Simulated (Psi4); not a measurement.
**wB97X-V/cc-pVTZ run of CH3Se− (SMILES C[Se-])**

We compute the energy of CH3Se−. Input form: a QCSchema input.

Program for the calculation: Psi4 1.11.

## (1) The molecule

CH3Se− has 5 atoms, charge -1, and is taken as a singlet. SMILES: `C[Se-]`. One bond was lengthened or shortened from a relaxed shape.

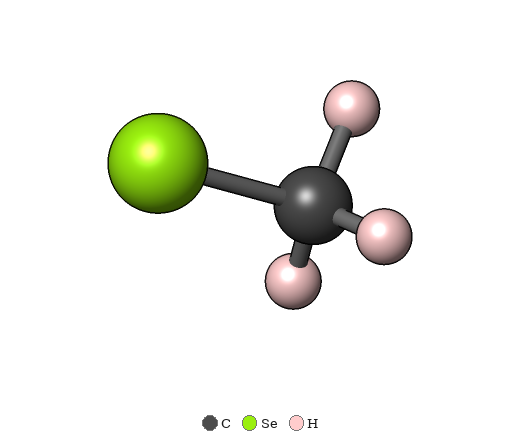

Viewed from a chosen angle; carbon dark grey, selenium green, hydrogen pink.

## (2) A single-point energy at wB97X-V/cc-pVTZ

Input file job.json:

```json
{
  "schema_name": "qcschema_input",
  "schema_version": 1,
  "molecule": {
    "schema_name": "qcschema_molecule",
    "schema_version": 2,
    "symbols": ["C", "Se", "H", "H", "H"],
    "geometry": [-0.21188554, -0.26825985, -0.15523344, 2.25447161, 1.94175595, -1.74608048, 0.36608719, -2.2219721, -0.43041536, -0.31103002, 0.23315441, 2.15328623, -2.04590254, 0.05365499, -1.0262649],
    "molecular_charge": -1,
    "molecular_multiplicity": 1,
    "fix_symmetry": "c1"
  },
  "driver": "energy",
  "model": {
    "method": "wb97x-v",
    "basis": "cc-pVTZ"
  },
  "keywords": {
    "reference": "rks",
    "puream": true,
    "e_convergence": 1e-09,
    "d_convergence": 1e-08,
    "scf_type": "pk",
    "dft_radial_points": 99,
    "dft_spherical_points": 590
  }
}
```

Launch:

```sh
$ psi4 --qcschema job.json -n 1 --memory 1600MB
```

stdout:

```text
[...]
                   'protocols': {'error_correction': {'default_policy': True, 'policies': None},
                                 'native_files': 'none',
[...]
  Running in c1 symmetry.
[...]
  Nuclear repulsion =   85.891720388842174
[...]
  Multiplicity = 1
[...]
  Nalpha       = 22
  Nbeta        = 22
[...]
    Number of basis functions: 115
[...]
   @RKS iter   1: -2440.56644995062925   -2.35853e+00   1.45802e-02 ADIIS/DIIS
[...]
   @RKS iter  11: -2441.30274898418838   -2.91038e-11   6.74769e-09 DIIS
[...]
    Orbital Energies [Eh]
    ---------------------
    Doubly Occupied:
       1A   -453.404804     2A    -57.811409     3A    -51.854968
       4A    -51.851711     5A    -51.851692     6A    -10.102597
       7A     -7.621952     8A     -5.569419     9A     -5.558305
      10A     -5.558233    11A     -1.928363    12A     -1.924986
      13A     -1.924932    14A     -1.916021    15A     -1.916021
      16A     -0.642589    17A     -0.474142    18A     -0.330963
      19A     -0.306269    20A     -0.194301    21A     -0.061959
      22A     -0.061300
[...]
  @RKS Final Energy: -2441.30274898418838
   => Energetics <=
    Nuclear Repulsion Energy =             85.8917203888421739
    One-Electron Energy =               -3579.3923836066564945
    Two-Electron Energy =                1124.6052517402883950
    DFT Exchange-Correlation Energy =     -72.5878654779637316
    Empirical Dispersion Energy =           0.0000000000000000
    VV10 Nonlocal Energy =                  0.1805279713007184
    Total Energy =                      -2441.3027489841888382
[...]
 Multipole Moments:
 ------------------------------------------------------------------------------------
     Multipole            Electronic (a.u.)      Nuclear  (a.u.)        Total (a.u.)
 ------------------------------------------------------------------------------------
 L = 1.  Multiply by 2.5417464519 to convert [e a0] to [Debye]
 Dipole X            :          5.8405322           -6.1517381           -0.3112060
 Dipole Y            :          5.1698454           -5.4667238           -0.2968784
 Dipole Z            :         -3.9964737            4.1246265            0.1281528
 Magnitude           :                                                    0.4487862
[...]
```

The result, in JSON:

```text
{
 "driver": "energy",
 "model": {
  "method": "wb97x-v",
  "basis": "cc-pVTZ"
 },
 "success": true,
 "return_result": -2441.3027489841884,
 "properties": {
  "calcinfo_nbasis": 115,
  "calcinfo_nmo": 115,
  "calcinfo_nalpha": 22,
  "calcinfo_nbeta": 22,
  "calcinfo_natom": 5,
  "nuclear_repulsion_energy": 85.89172038884217,
  "return_energy": -2441.3027489841884,
  "scf_one_electron_energy": -3579.3923836066565,
  "scf_two_electron_energy": 1124.6052517402884,
  "scf_vv10_energy": 0.18052797130071843,
  "scf_xc_energy": -72.58786547796373,
  "scf_dipole_moment": [-0.31120595937495565, -0.29687839894970836, 0.12815276473419734],
  "scf_total_energy": -2441.3027489841884,
  "scf_iterations": 11
 }
}
```

Run time: 100 s. Hardware: 1 thread of Intel Xeon Platinum 8488C (Sapphire Rapids), shared host; peak memory 1.6 GiB.

## (3) What came out

Level: wB97X-V/cc-pVTZ.

```
                                             quantity           value
                                         total energy  -2441.30275 Eh
                                          HOMO energy        -1.67 eV
                                          LUMO energy         7.49 eV
HOMO–LUMO gap (to an unbound level, set by the basis)         9.16 eV
```
